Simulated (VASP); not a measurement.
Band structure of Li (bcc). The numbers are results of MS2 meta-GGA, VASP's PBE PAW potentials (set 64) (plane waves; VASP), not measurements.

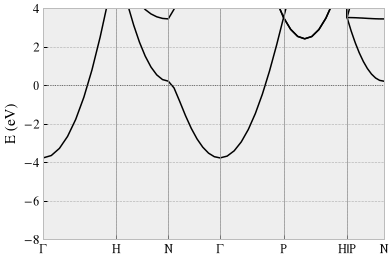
Figure. Bands along high-symmetry lines, zero at the valence-band maximum or, without a gap, the Fermi level

Task: Read the plot: is there a gap, and where are the band edges?

Result: It has no gap at this level: it comes out as a metal or semimetal.

The compound is Li in the bcc structure. It was relaxed first, which changed the volume by -6 %.
